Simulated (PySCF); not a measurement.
C2H7F3SSi2

```xyz
15

F     3.7800   -0.3866   -0.2068
C     2.5528    0.1635   -0.1347
F     2.0663    0.1377   -1.3866
F     2.7295    1.4470    0.1822
C     1.6833   -0.5924    0.8455
S     0.1353    0.2732    1.2297
Si   -1.0376    0.0158   -0.5897
Si   -3.2424    0.3503    0.0175
H     2.2296   -0.6841    1.7842
H     1.4749   -1.5800    0.4338
H    -0.4671    0.9404   -1.5661
H    -0.6513   -1.3352   -1.0085
H    -4.0605    0.2084   -1.1888
H    -3.4806    1.6828    0.5728
H    -3.7167   -0.6329    0.9936
```

Geometry: GFN2-xTB.

All numbers below come from CAM-B3LYP/def2-SVPD, SCF density, gas phase in PySCF 2.14.0.

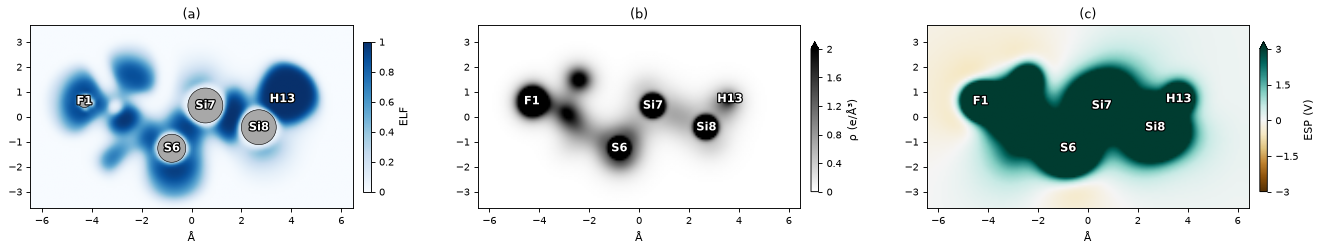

Figure 1. (a) electron localisation function; (b) electron density; (c) molecular electrostatic potential on the plane of atoms S6, Si7 and Si8. Grey discs cover the atomic cores in the ELF map.

What do the fields say about this system?

Answer. Atoms in the plane: F, S, Si and H.
Si–S (2.18 Å): ρ at the midpoint is about 0.77 e/Å³; the ELF peaks at about 0.95 between the atoms; a covalent bond.
Si–Si (2.31 Å): ρ is about 0.69 e/Å³ halfway; the ELF peaks at about 1 between the atoms (a shared electron pair).
Si–H (1.46 Å): ρ at the midpoint is about 0.79 e/Å³; the ELF climbs to about 1 towards the hydrogen, as it does in any bond to H.
The ELF also peaks beside S6, F1 and F3, away from the bonds: lone-pair regions.
Outside the dense part of the molecule the potential is most negative (−0.6 V) near F1.

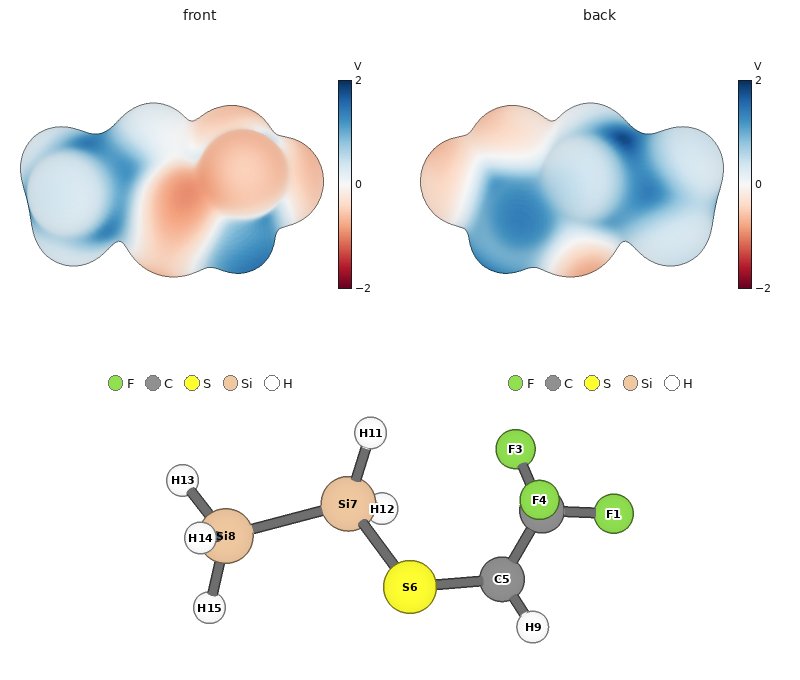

Figure 2. The electrostatic potential painted on the density surface at 0.002 e/bohr³, seen from the front and from behind; the colour scale runs from red (negative) to blue (positive). The bare structure is drawn below in the same view.

Describe the electrostatic potential map.

Answer. The most negative region (about −0.9 V) lies over F4 and S6, the most positive (about +1.7 V) over Si7.

How polar is the molecule by this calculation?

Answer. Its dipole moment is 2.31 D.
